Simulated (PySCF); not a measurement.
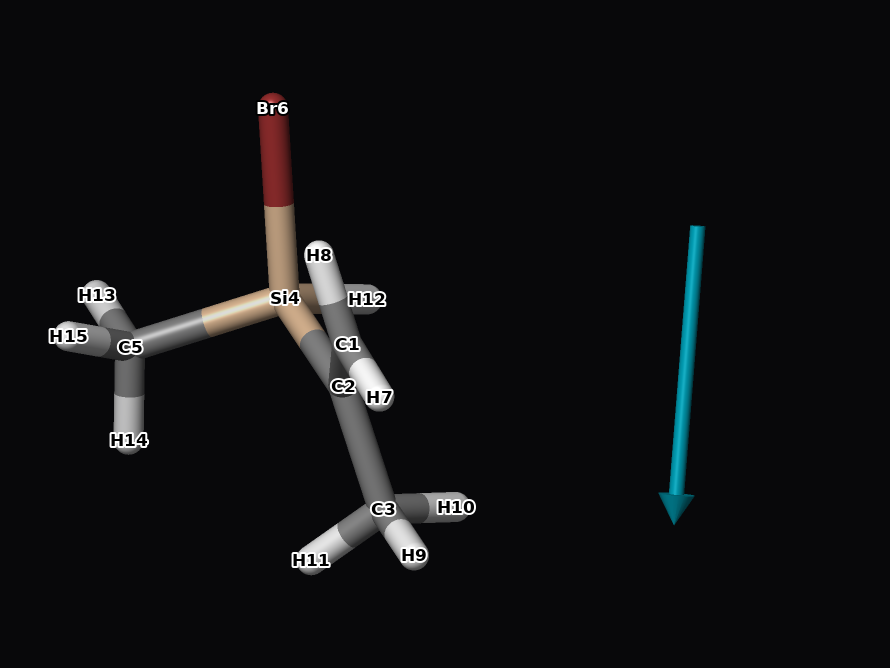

The arrow beside the molecule shows the direction of the dipole moment, from the negative to the positive end (its length means nothing). Computed geometry: GFN2-xTB optimisation. No frequency run is at hand to confirm it as a minimum. Level of theory: ωB97X-D/def2-SVPD, gas phase (PySCF 2.14.0).

### How large is the dipole moment?

2.50 D; it points from the side of Br6 to the side of H11 (the outermost atoms at the two ends).

The geometry is semi-empirical. Around Br, Si such bond lengths and angles can be off by a tenth of an ångström or more and by several degrees, and values that hang on the shape move with them.
